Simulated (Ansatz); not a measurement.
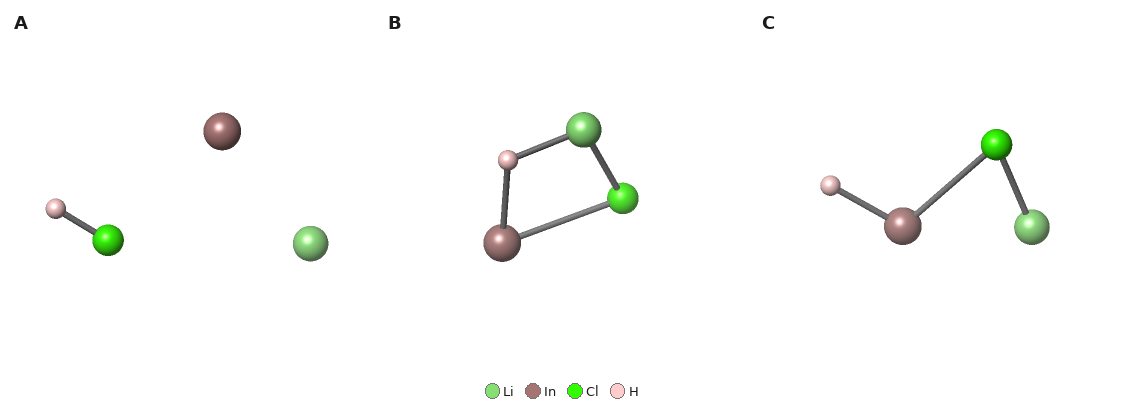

3 stationary structures of one formula. Geometries: PBE0-D4/def2-TZVP. Electronic energies: RHF-CCSD(T) (frozen core)/def2-TZVPP (Ansatz 0.2.0), without zero-point energy. No frequency run is at hand to confirm each as a minimum.

Question: Which structure is the most stable?

Answer: B is lowest (Cs); C lies 59.8 kJ/mol above it (Cs), A lies 307.5 kJ/mol above it (Cs).
